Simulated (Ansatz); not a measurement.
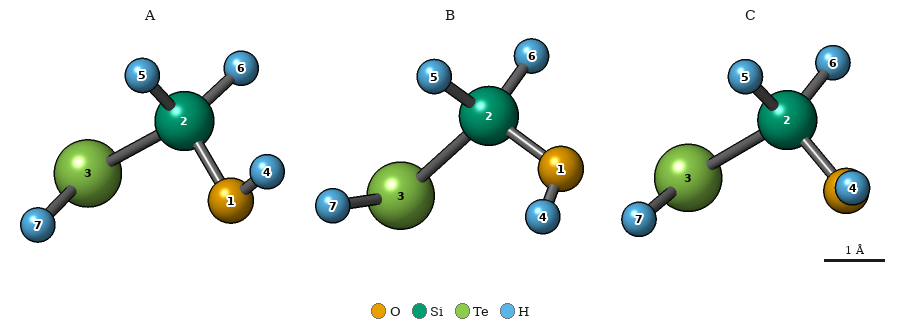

3 geometries from one relaxation of SiH4TeO (coarse preliminary run), in shuffled order. A ball-and-stick model, seen at a tilt.

The start comes from a force field.

Computed with Ansatz 0.2.0, RKS PBE-D4/def2-SVP. (force threshold 0.03 eV/Å; at most 200 steps)

> Put them in the order of the run, from the start to the converged end.

A, C, B. They are steps 0, 8, 15, at +6.03 kcal/mol, +1.74 kcal/mol relative to the last. The atom that moves furthest after the best rigid fit is H4 (0.87 Å). By element the largest moves are H 0.87 Å, O 0.74 Å, Te 0.44 Å, Si 0.12 Å. Among the contacts that change: Si2–Te3 2.457 → 2.532 Å, Te3–H7 1.737 → 1.681 Å, O1–H4 1.014 → 0.974 Å, O1–Si2 1.706 → 1.679 Å. Bond angles that change, for instance: Si2–O1–H4 99.3° → 114.8°, O1–Si2–Te3 107.0° → 114.3°, O1–Si2–H6 111.8° → 105.0°. Groups turn about O1–Si2 by about 130°, Si2–Te3 by about 35°. The energy falls by 6.03 kcal/mol in 14 accepted moves (15 points after the start). The largest force component goes from 1.6 to 0.008 eV/Å. The line search rejected the trial step at point 4 of the run.
